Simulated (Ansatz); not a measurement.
| atom | x (Å) | y (Å) | z (Å) |
| --- | --- | --- | --- |
| Si | -1.0602 | 1.0911 | 0.2728 |
| H | -1.2329 | -0.2941 | 0.6430 |
| Cl | -0.9133 | 1.3005 | -1.7752 |
| Cl | -2.7013 | 2.1797 | 0.9036 |
| Cl | 0.6086 | 1.9153 | 1.1649 |
| H | -0.0104 | -1.2932 | -0.4624 |
| C | 1.0532 | -1.2364 | -0.2421 |
| H | 1.4828 | -0.3164 | -0.6769 |
| H | 1.5653 | -2.1137 | -0.6803 |
| H | 1.2081 | -1.2329 | 0.8526 |

Not at a stationary point (largest force 1.2 eV/Å).

Method: RKS PBE-D4/def2-SVP (Ansatz).

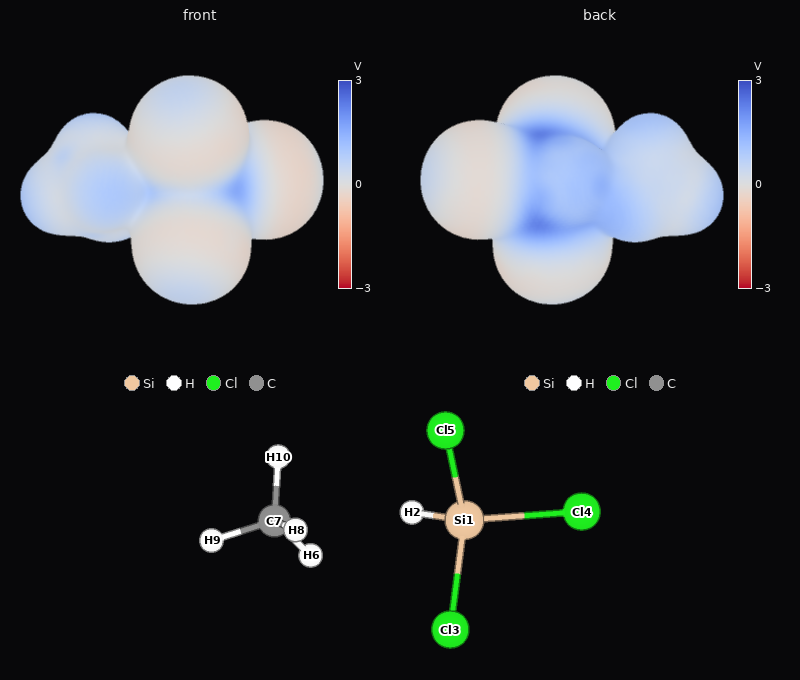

Cl₃HSi···CH₄. The molecular electrostatic potential painted on the density surface at 0.004 e/bohr³, seen from the front and from behind; red is negative and blue positive. The bare structure is drawn below in the same view.

Describe the electrostatic potential map.

Answer. The most negative region (about −0.3 V) lies over Cl4, the most positive (about +2.1 V) over Si1. Cl3 shows a σ-hole: about +0.5 V at the tip opposite its bond, against about −0.1 V on its flanks. Cl4 shows a σ-hole: about +0.4 V at the tip opposite its bond, against about −0.2 V on its flanks. Cl5 shows a σ-hole: about +0.5 V at the tip opposite its bond, against about 0.0 V on its flanks.
